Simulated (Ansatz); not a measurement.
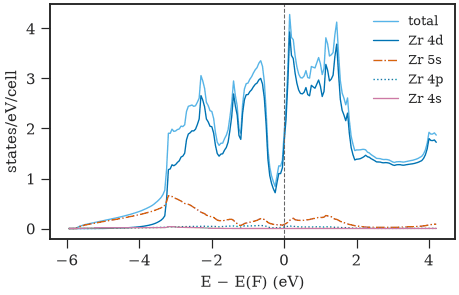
Figure. Total and projected density of states of Zr (hcp (Mg type), space group No. 194), plane-wave PAW LDA (Ansatz code)

Task: Which orbitals carry the states next to the Fermi level?

Result: Within 0.5 eV of the Fermi level: Zr 4d 89 %, Zr 5s 5 %. Projections are on Löwdin-orthogonalised atomic valence shells; empty p or d shells of many metals are not among them.

Task: Where is the tallest occupied peak in this window, and what makes it?

Result: Near -0.6 eV, about 3.4 states/eV per cell; the largest projected share is Zr 4d.

Space group P6_3/mmc (hcp (Mg type)). The cell was relaxed with LDA under the symmetry of its start. The run is not spin-polarised. Scalar-relativistic: spin–orbit coupling is off unless named, which matters more the heavier the elements.

Potentials: the earlier of the program's two PAW sets. The files were generated under PBE; for other functionals the program regenerates the frozen cores, and for LDA and PBEsol the local potential too.
